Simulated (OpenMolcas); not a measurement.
**C2H7AlO (SMILES C[CH2][AlH][OH]) at 6 levels**

Aim: a comparison of 6 runs (HF/STO-3G, HF/3-21G, B2PLYP/6-31G*, PBE0/6-31G*, revPBE/6-31G*, MP2/6-31G*) of C2H7AlO. 

The results are computed with OpenMolcas 26.06.

1 further run of the same task is left out (set aside as unsound or not needed).

**1. Starting point**

C2H7AlO has 11 atoms, charge 0, and is taken as a singlet. SMILES: `C[CH2][AlH][OH]`. Geometry: relaxed at PBE0-D4/def2-TZVP. This is one conformer, not always the lowest.

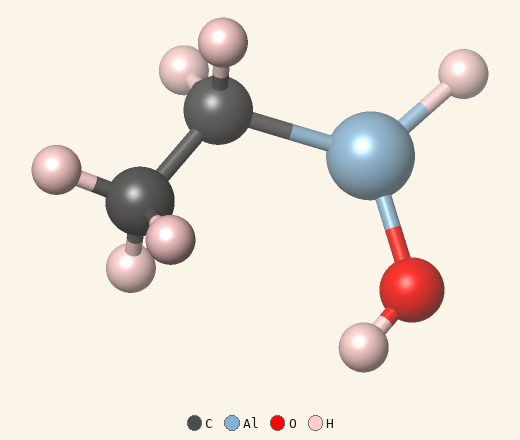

Viewed from a chosen angle; carbon dark grey, aluminium light blue, oxygen red, hydrogen pink.

**2. Energy and gradient at HF/STO-3G (run 1)**

Input file calc.inp:

```
* C2H7AlO Hartree-Fock

&GATEWAY
 BasLib=$CurrDir
 Coord
 11
 bohr
 C     -2.10061956     1.56733885     0.20106686
 C      0.33240283     0.73321374     1.51556035
 Al     2.37066142    -1.79127139    -0.26040426
 O      1.44110514    -2.97972015    -3.09782804
 H     -3.38449949    -0.02248774    -0.11092692
 H     -3.14185865     2.97631865     1.29937568
 H     -1.72078461     2.40618827    -1.64954193
 H     -0.09316350    -0.01889726     3.40282983
 H      1.54730775     2.37500779     1.88575770
 H      4.95542882    -2.87748597     0.77932305
 H     -0.08277000    -2.47573020    -3.92647294
 Basis=STO-3G
 Group=NoSym

&SEWARD

&SCF
 Thresholds=1e-10 1e-07 1e-07 1e-05
 PrOrbitals=1 2

&ALASKA
```

The basis set STO-3G is read from a file made from the Basis Set Exchange's data (not shown).

Run with:

```sh
export MOLCAS_MEM=1860
pymolcas calc.inp > calc.log
```

Standard output:

```text
--- Start Module: gateway ---
[...]
--- Stop Module: gateway /rc=_RC_ALL_IS_WELL_ ---
[...]
      Basis functions           31
[...]
--- Start Module: scf ---
[...]
       Convergence after  11 Iterations
[...]
::    Total SCF energy                               -391.7831127847
[...]
      Total spin, S                                     0.0000000000
[...]
      Total electronic charge=   40.000000
      Total            charge=   -0.000000
[...]
      Dipole Moment (debye):
      Origin of the operator (angstrom)=    0.4565   -0.4718   -0.2451
                   X= -5.3607E-01               Y=  6.1847E-01               Z=  4.0513E-01           Total=  9.1324E-01
      Quadrupole Moment (debye*angstrom):
[...]
--- Stop Module: scf /rc=_RC_ALL_IS_WELL_ ---
--- Start Module: alaska ---
[...]
 *              Molecular gradients               *
 **************************************************
  Irreducible representation: a
 ------------------------------------------------------------------------------------------
                              X                       Y                       Z
 ------------------------------------------------------------------------------------------
  C1                1.43254311429777E-02   -5.64170108699180E-03    6.42943284416657E-03
  C2               -3.36960387673980E-02    1.86989877083752E-02   -6.98395899918314E-03
  AL3              -1.07867851318684E-02    1.09654232355652E-02    5.98080693200576E-03
  O4               -4.68249883038708E-02    9.80175529012861E-03   -3.43562060369056E-02
  H5               -3.90116907801286E-03   -3.76312625183894E-03   -1.45444496500113E-03
  H6               -3.21991765639806E-03    3.78732237462209E-03    2.51205294295831E-03
  H7                1.16548160058336E-04    2.10794599892083E-03   -5.14011242111190E-03
  H8                3.04733262117007E-03   -4.26744784335553E-03    9.72933284977717E-03
[...]
--- Stop Module: alaska /rc=_RC_ALL_IS_WELL_ ---
[...]
```

It took 3.3 s on 1 thread of Intel Xeon Platinum 8259CL at 2.50GHz (Skylake/Cascade Lake), shared host; peak memory 0.37 GiB.

**3. Energy and gradient at HF/3-21G (run 2)**

Input file run.inp:

```
* C2H7AlO Hartree-Fock
&GATEWAY
BasLib
$CurrDir
Coord
11
angstrom
C       -1.111600       0.829400       0.106400
C        0.175900       0.388000       0.802000
Al       1.254500      -0.947900      -0.137800
O        0.762600      -1.576800      -1.639300
H       -1.791000      -0.011900      -0.058700
H       -1.662600       1.575000       0.687600
H       -0.910600       1.273300      -0.872900
H       -0.049300      -0.010000       1.800700
H        0.818800       1.256800       0.997900
H        2.622300      -1.522700       0.412400
H       -0.043800      -1.310100      -2.077800
Basis
3-21G
Group
NoSym
&SEWARD
&SCF
Thresholds
1e-10 1e-07 1e-07 1e-05
PrOrbitals
1 2
&ALASKA
```

The basis set 3-21G is read from a file made from the Basis Set Exchange's data (not shown).

Run with:

```sh
export MOLCAS_MEM=1860
pymolcas run.inp > run.log
```

Standard output:

```text
--- Start Module: gateway ---
[...]
--- Stop Module: gateway /rc=_RC_ALL_IS_WELL_ ---
[...]
      Basis functions           54
[...]
--- Start Module: scf ---
[...]
       Convergence after  13 Iterations
[...]
::    Total SCF energy                               -394.4625697727
[...]
      Total spin, S                                     0.0000000000
[...]
      Total electronic charge=   40.000000
      Total            charge=   -0.000000
[...]
      Dipole Moment (debye):
      Origin of the operator (angstrom)=    0.4565   -0.4718   -0.2451
                   X= -1.7134E+00               Y=  1.4542E+00               Z=  4.5955E-01           Total=  2.2938E+00
      Quadrupole Moment (debye*angstrom):
[...]
--- Stop Module: scf /rc=_RC_ALL_IS_WELL_ ---
[...]
--- Start Module: alaska ---
[...]
 *              Molecular gradients               *
 **************************************************
  Irreducible representation: a
 ------------------------------------------------------------------------------------------
                              X                       Y                       Z
 ------------------------------------------------------------------------------------------
  C1                1.55207260290366E-02   -5.64308314112560E-03    7.75644371706230E-03
  C2               -8.37103610391710E-03   -3.71221477613748E-03   -1.48867242651027E-02
  AL3              -8.77012297358526E-03    6.68470122589704E-03    1.32353285481024E-03
  O4                2.48495829290518E-03   -5.06699071724803E-03   -5.31225325368823E-03
  H5               -3.30606917973242E-03   -3.51864760594234E-03   -1.63189840421391E-03
  H6               -3.53605550105374E-03    4.03016723271232E-03    2.54169811542604E-03
  H7                1.49726263263678E-04    1.55126499616332E-03   -4.81943208729341E-03
  H8                9.35045634506304E-04   -1.91995182474847E-03    4.41089734628664E-03
[...]
--- Stop Module: alaska /rc=_RC_ALL_IS_WELL_ ---
[...]
```

It took 3.6 s on 1 thread of Intel Xeon Platinum 8259CL at 2.50GHz (Skylake/Cascade Lake), shared host; peak memory 0.39 GiB.

Runs 3 to 4 aren't shown in full; the table further down has their settings and results.

**4. Energy and forces at revPBE/6-31G(d) (spherical functions) (run 5)**

Input file test.input:

```
>>> EXPORT MOLCAS_PRINT=2

&gateway
 baslib
 $CurrDir
 coord
 11
 bohr
 C     -2.10061956     1.56733885     0.20106686
 C      0.33240283     0.73321374     1.51556035
 Al     2.37066142    -1.79127139    -0.26040426
 O      1.44110514    -2.97972015    -3.09782804
 H     -3.38449949    -0.02248774    -0.11092692
 H     -3.14185865     2.97631865     1.29937568
 H     -1.72078461     2.40618827    -1.64954193
 H     -0.09316350    -0.01889726     3.40282983
 H      1.54730775     2.37500779     1.88575770
 H      4.95542882    -2.87748597     0.77932305
 H     -0.08277000    -2.47573020    -3.92647294
 basis
 6-31Gs
 group
 NoSym

&seward
 gridinput
 Grid=UltraFine
 End of Grid

&scf
 ksdft
 revPBE
 thresholds
 1e-10 1e-07 1e-07 1e-05
 prorbitals
 1 1

&alaska
```

The basis set 6-31G* is read from a file made from the Basis Set Exchange's data (not shown).

Run with:

```sh
export MOLCAS_MEM=1860
pymolcas test.input > test.log
```

Standard output:

```text
--- Start Module: gateway ---
[...]
--- Stop Module: gateway /rc=_RC_ALL_IS_WELL_ ---
[...]
      Basis functions           74
[...]
--- Start Module: scf ---
[...]
       Convergence after  16 Iterations
[...]
::    Total KS-DFT energy                            -397.9865393609
[...]
      Total spin, S                                     0.0000000000
[...]
      Total electronic charge=   40.000000
      Total            charge=   -0.000000
[...]
      Dipole Moment (debye):
      Origin of the operator (angstrom)=    0.4565   -0.4718   -0.2451
                   X= -1.5802E+00               Y=  1.1902E+00               Z=  1.8702E-01           Total=  1.9871E+00
      Quadrupole Moment (debye*angstrom):
[...]
--- Stop Module: scf /rc=_RC_ALL_IS_WELL_ ---
[...]
--- Start Module: alaska ---
[...]
 *              Molecular gradients               *
 **************************************************
  Irreducible representation: a
 ------------------------------------------------------------------------------------------
                              X                       Y                       Z
 ------------------------------------------------------------------------------------------
  C1                1.31715152182998E-03   -3.81616502566740E-04    7.15843706465602E-04
  C2               -1.54447205539809E-03    1.15011022676637E-04   -1.45452609913166E-03
  AL3              -4.28304378474120E-03   -4.30816572313408E-03   -1.11240685494085E-02
  O4               -1.02513508559613E-02    1.40053428034381E-02    1.09476967774835E-02
  H5                5.23285657366213E-03    5.68029043928631E-03    1.08451561821032E-03
  H6                4.34857068005523E-03   -5.60677683522970E-03   -4.15015592803170E-03
  H7               -1.06647492507675E-03   -3.50333634645517E-03    6.92365772867287E-03
  H8                1.66423699501062E-03    2.62620090341259E-03   -6.92856984930401E-03
[...]
--- Stop Module: alaska /rc=_RC_ALL_IS_WELL_ ---
[...]
```

It took 50 s on 1 thread of Intel Xeon Platinum 8259CL at 2.50GHz (Skylake/Cascade Lake), shared host; peak memory 0.43 GiB.

**5. The energy at MP2/6-31G(d) (spherical functions) (run 6)**

Input file test.input:

```
* C2H7AlO MP2
>>> EXPORT MOLCAS_PRINT=2
&GATEWAY
BasLib=$CurrDir
Coord
11
angstrom
C       -1.111600       0.829400       0.106400
C        0.175900       0.388000       0.802000
Al       1.254500      -0.947900      -0.137800
O        0.762600      -1.576800      -1.639300
H       -1.791000      -0.011900      -0.058700
H       -1.662600       1.575000       0.687600
H       -0.910600       1.273300      -0.872900
H       -0.049300      -0.010000       1.800700
H        0.818800       1.256800       0.997900
H        2.622300      -1.522700       0.412400
H       -0.043800      -1.310100      -2.077800
Basis=6-31Gs
Group=NoSym
&SEWARD
&SCF
Thresholds=1e-10 1e-07 1e-07 1e-05
PrOrbitals=1 2
&MBPT2
Frozen=8
```

The basis set 6-31G* is read from a file made from the Basis Set Exchange's data (not shown).

Run with:

```sh
export MOLCAS_MEM=1860
pymolcas test.input > test.log
```

Standard output:

```text
--- Start Module: gateway ---
[...]
--- Stop Module: gateway /rc=_RC_ALL_IS_WELL_ ---
[...]
      Basis functions           74
[...]
--- Start Module: scf ---
[...]
       Convergence after  13 Iterations
[...]
::    Total SCF energy                               -396.6154726015
[...]
      Total spin, S                                     0.0000000000
[...]
      Total electronic charge=   40.000000
      Total            charge=   -0.000000
[...]
      Dipole Moment (debye):
      Origin of the operator (angstrom)=    0.4565   -0.4718   -0.2451
                   X= -1.4677E+00               Y=  1.2935E+00               Z=  4.6897E-01           Total=  2.0118E+00
      Quadrupole Moment (debye*angstrom):
[...]
--- Stop Module: scf /rc=_RC_ALL_IS_WELL_ ---
[...]
--- Start Module: mbpt2 ---
[...]
WARNING!
Default frozen orbitals as non valence orbitals is overwritten by user input.
Default values:   5
[...]
       Reference weight ( Cref**2 )         =        0.85933
::    Total MBPT2 energy                             -397.1093579907
[...]
      Total MBPT2 calculations                           0.20      0.23
--- Stop Module: mbpt2 /rc=_RC_ALL_IS_WELL_ ---
[...]
```

Wall time 6.3 s (1 thread of Intel Xeon Platinum 8259CL at 2.50GHz (Skylake/Cascade Lake), shared host); peak memory 0.43 GiB.

**6. Overview of the runs**

| run | level | task | frozen core orbitals | energy (Eh) | dipole moment (D) of the reference | HOMO energy (eV) | LUMO energy (eV) | wall time |
| --- | --- | --- | --- | --- | --- | --- | --- | --- |
| 1 | HF/STO-3G | gradient | – | -391.783113 | 0.91 | -8.08 | 9.58 | 3.3 s |
| 2 | HF/3-21G | gradient | – | -394.462570 | 2.29 | -10.45 | 2.45 | 3.6 s |
| 3 | B2PLYP/6-31G* (spherical functions) | energy | 8 | -397.795179 | 1.99 | -8.53 | 0.71 | 27 s |
| 4 | PBE0/6-31G* (spherical functions) | gradient | – | -397.798561 | 2.01 | -7.35 | -0.27 | 45 s |
| 5 | revPBE/6-31G* (spherical functions) | gradient | – | -397.986539 | 1.99 | -5.98 | -0.93 | 50 s |
| 6 | MP2/6-31G* (spherical functions) | energy | 8 | -397.109358 | 2.01 | -10.54 | 2.30 | 6.3 s |

**7. What came out**

| quantity | value |
| --- | --- |
| run 6: total energy | -397.10936 Eh |
| run 6: dipole moment (mean-field density) | 2.01 D |
| run 6: HOMO energy (Hartree–Fock orbitals) | -10.54 eV |
| run 6: LUMO energy (Hartree–Fock orbitals) | 2.30 eV |
| run 6: HOMO–LUMO gap (Hartree–Fock orbitals) | 12.84 eV |
| run 6: correlation energy (8 core orbitals frozen) | -493.9 mEh |

Over runs 1, 2, 3, 4, 5 the dipole moment (its size) runs from 0.91 D (HF/STO-3G) to 2.29 D (HF/3-21G). Over runs 1, 2, 3, 4, 5 the HOMO–LUMO gap runs from 5.05 eV (revPBE/6-31G*) to 17.66 eV (HF/STO-3G). The two ends differ in method and basis. For B2PLYP the log adds the whole second-order term; the table takes 0.27 of it, as the functional is defined. Totals of different functionals can't be ranked against each other. In run 1 the basis is minimal, so the values are rough. All runs together took 2.3 min, the longest 50 s.
